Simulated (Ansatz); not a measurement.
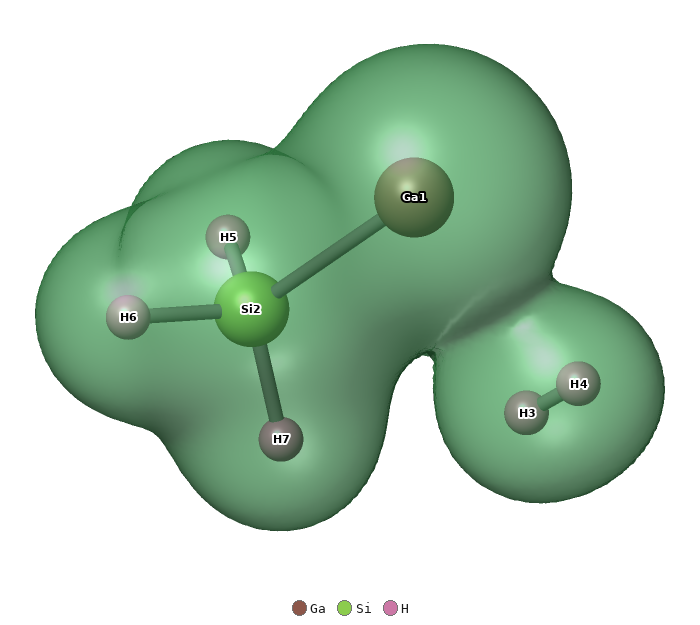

Figure 1: GaH$_{3}$Si···H$_{2}$. Isosurface of the electron density at 0.05 e/Å³ (green), seen at a tilt.

These are results of RKS CAM-B3LYP-D4/def2-SVP (Ansatz), not measurements.

```xyz
7

Ga   -0.8997   -0.2344    1.7627
Si    0.8714    0.5967    0.0573
H    -1.6535   -1.2406   -0.6976
H    -2.1992   -1.5209   -0.2384
H     2.2014   -0.0523    0.3040
H     1.1013    2.0711    0.2089
H     0.5782    0.3806   -1.3969
```

Question: What does this surface tell about the bonding?

Answer: At this value the surface is in one piece. It bridges the sampled Ga···H (2.71 Å), Ga–Si (2.60 Å), H–H (0.77 Å) and Si–H (1.50 Å) contacts, where the density stays above the isovalue. On the grid the lowest density along these lines, outside the cores, is 0.07 e/Å³ (Ga···H, 2.71 Å), 0.43 e/Å³ (Ga–Si, 2.60 Å), 1.6 e/Å³ (H–H, 0.77 Å) and 0.73 e/Å³ (Si–H, 1.50 Å).
